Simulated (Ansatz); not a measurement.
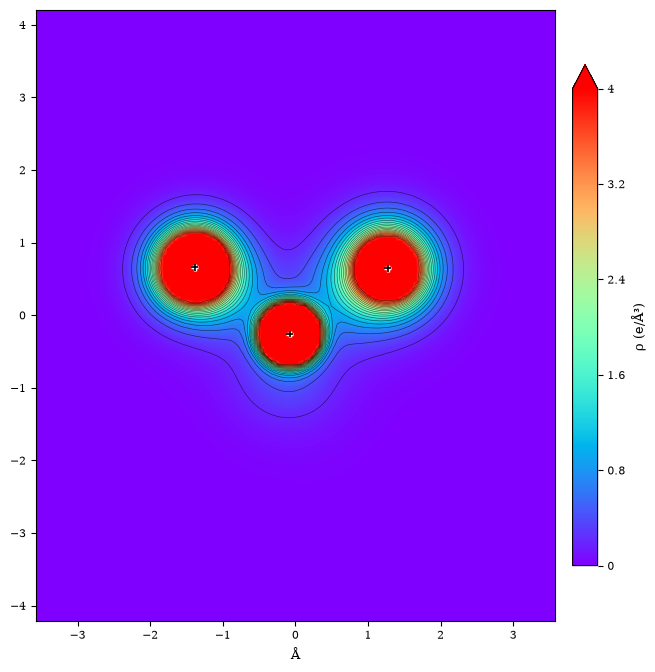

The electron density on a plane through atoms (crosses mark nuclei in the plane).

The calculation used RKS PBE0-D4/def2-TZVPP (Ansatz).

Candidates:
A. CH4ClF2NSi (SMILES CN[Si](F)(F)Cl)
B. C2H6CdO (SMILES C[O][Cd][CH3])
C. CH4F2OSi (SMILES O[SiH](F)CF)

> Which system is this?

Candidate C: CH4F2OSi on the plane of atoms O1, Si2 and F3, which holds O, Si and F. Si–F (1.60 Å): ρ at the midpoint is about 1.2 e/Å³. Si–O (1.63 Å): ρ is about 1.2 e/Å³ halfway.
